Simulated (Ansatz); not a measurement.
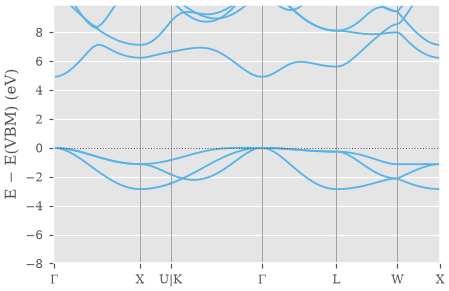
Figure: Band structure from plane-wave PAW PBE (Ansatz code)

Q: Read off the gap and where the band edges lie.

A: About 4.9 eV (4.91 eV by a search for the band edges); maximum on the K–Γ line, 78 % of the way from K, minimum at Γ.

Q: Which of these materials gives this?
A) BaF2, fluorite
B) SrCl2, fluorite
C) LiBr, rock salt

A: C, LiBr, rock salt

Space group Fm-3m (rock salt). The PBE relaxation kept the symmetry of its start. Spin–orbit coupling is left out wherever it is not named.

Potentials: the later of the program's two PAW sets.
